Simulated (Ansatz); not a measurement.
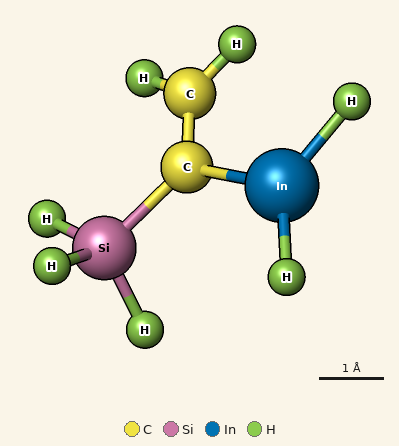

Fig. 1: The input geometry (ball-and-stick view, seen at an oblique angle). Sticks mark near contacts. Bond lengths as drawn: C–C 1.34 Å, C–H 1.09 Å, C–In 2.15 Å, C–Si 1.85 Å, H–In 1.72 to 1.73 Å and H–Si 1.49 Å.

**Single-point calculation, with input and output: C2H7InSi**

- system: C2H7InSi
- method: RHF-MP2, frozen core/def2-QZVPP (Ansatz 0.2.0)

The geometry comes from this level: PBE0-D4/def2-TZVP.

**Input file**
```yaml
crystal:
  periodic: [false, false, false]
  atoms:
    - {symbol: C, position_ang: [-0.546976, 1.507503, 0.134119]}
    - {symbol: C, position_ang: [-0.086094, 0.259714, -0.009631]}
    - {symbol: Si, position_ang: [-0.043271, -0.906866, 1.431880]}
    - {symbol: In, position_ang: [0.589314, -0.303143, -1.974620]}
    - {symbol: H, position_ang: [-0.588594, 2.223871, -0.686817]}
    - {symbol: H, position_ang: [-0.912722, 1.888432, 1.090166]}
    - {symbol: H, position_ang: [1.351229, -1.366141, 1.683924]}
    - {symbol: H, position_ang: [-0.857239, -2.119845, 1.140078]}
    - {symbol: H, position_ang: [-0.569184, -0.256461, 2.666482]}
    - {symbol: H, position_ang: [0.461311, 0.948752, -3.159210]}
    - {symbol: H, position_ang: [1.202234, -1.875805, -2.316370]}
basis:
  gaussian: {orbitals: "def2-QZVPP.json"}
correlation: {method: mp2}
```

Run as:
```bash
ansatz run in.yaml --threads 4 --pin off --events-out ev --progress --plain --max-ram 10444MiB
```

**What the program printed**
```
Functional definition: HF
  name "HF"
  cite "Fock, Z. Phys. 61, 126 (1930) doi:10.1007/BF01340294"
  parent pbe
  exchange = exact_x
  correlation = 0
2836 factors; integrals over basis functions are off by at most 8.9e-4 eV
mean field evaluation 1: about -15178.7184 eV, gradient 3.4e1 eV
mean field evaluation 2: about -15178.8439 eV, gradient 3.4e1 eV
mean field evaluation 4: about -15182.4665 eV, gradient 4.4e0 eV
mean field evaluation 8: about -15182.5416 eV, gradient 3.0e-1 eV
mean field -15182.54204591 eV, -557.9481290907 hartree, gradient 1.8e-6 eV, S^2 0.000000; 0 other end points of the search recorded, 0 dependent functions left out
11 core orbitals not correlated: weight in the atoms' cores, before any rotation towards them, 1.000 or more for the frozen orbitals, at most 0.000 for the correlated occupied ones
reference -15182.54204591 eV, -557.9481290907 hartree; 16, 16 occupied and 449, 449 virtual orbitals, 2836 factors
second order -26.23520134 eV of doubles, -0.00000000 eV of singles
Total energy: -15208.77724725 eV, -558.9122549570 hartree
```

**Results in brief**

```tsv
quantity	value
outcome	converged
total energy	−15208.7772 eV
mean-field energy	−15182.5420 eV
SCF solution under orbital rotations	stable
hardware	4 threads of Arm Neoverse V2, 23 GiB of memory available, shared host
wall time	17 s (CPU time 64 s)
peak memory	2.9 GiB
```
